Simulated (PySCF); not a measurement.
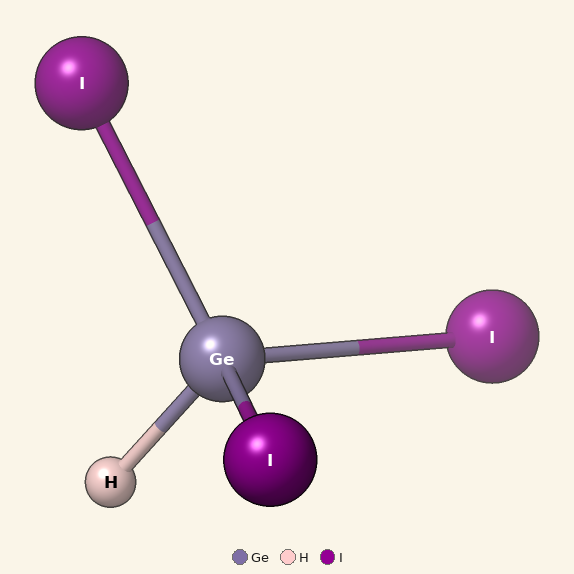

Distant atoms are faded towards the background colour. The computed structure is the end point of a PBE0-D3(BJ)/def2-SVP optimisation. No frequency run is at hand to confirm it as a minimum.

Q: Which symmetry elements does this geometry have?

A: It has 1 C3 axis and 3 mirror planes, so the point group is C3v. The group has 6 operations. The geometry is achiral, and symmetry allows a dipole moment.
